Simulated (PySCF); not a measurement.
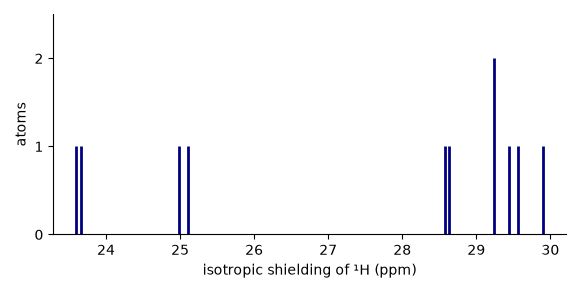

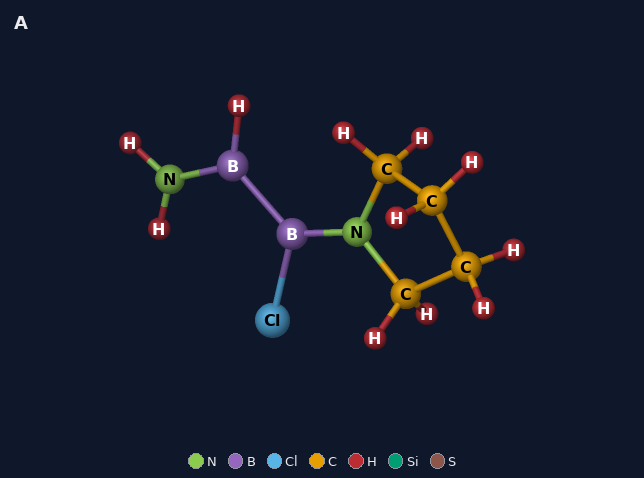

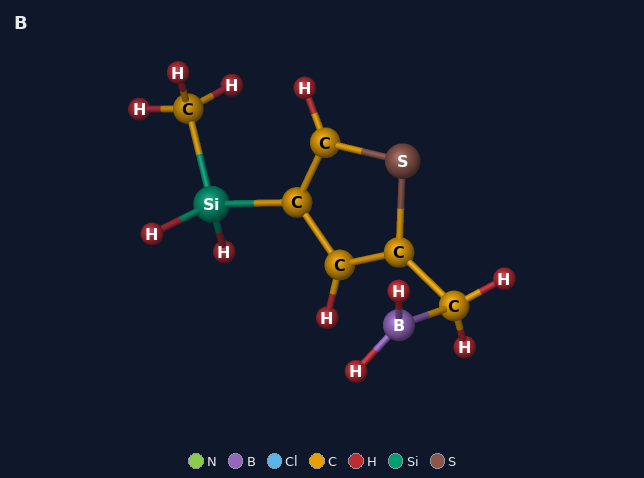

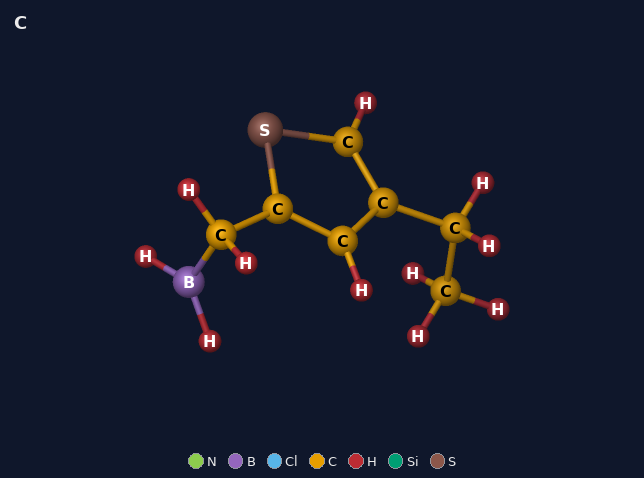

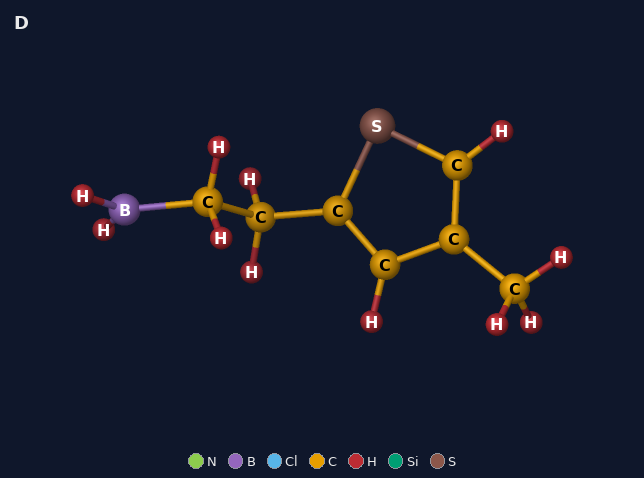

The sticks are computed shieldings of one of the molecules, for one fixed geometry (GFN2-xTB) without averaging over rotations. Low shielding means a high chemical shift. Method: GIAO PBE0/pcSseg-1 NMR shielding, non-relativistic, gas phase (PySCF 2.14.0).

Question: Match the spectrum to a structure.

Answer: D, `BCCc1cc(C)cs1`. Its 11 H atoms give lines at 23.60, 23.66, 24.98, 25.11, 28.58, 28.63, 29.24 (2 atoms), 29.45, 29.56, 29.90 ppm.

The geometry is semi-empirical. Around B, Si such bond lengths and angles can be off by a tenth of an ångström or more and by several degrees, and values that hang on the shape move with them.
